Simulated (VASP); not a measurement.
Band structure of TiS2 (1T layered). Level of theory: LDA (Ceperley-Alder, Perdew-Zunger), VASP's LDA PAW potentials (set 64) (plane waves; VASP).

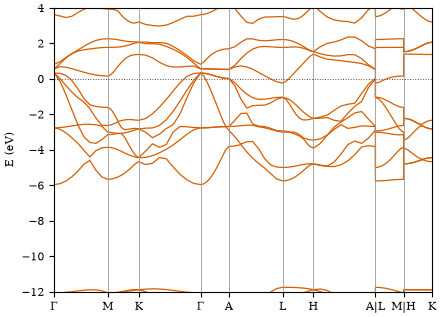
Figure: Bands along high-symmetry lines, zero at the valence-band maximum or, without a gap, the Fermi level

### Question
Read the plot: is there a gap, and where are the band edges?

### Answer
It has no gap at this level: it comes out as a metal or semimetal. (Edges off the drawn lines would not show.)

The compound is TiS2 in the 1T layered structure. It was relaxed first, which changed the volume by -10 %.
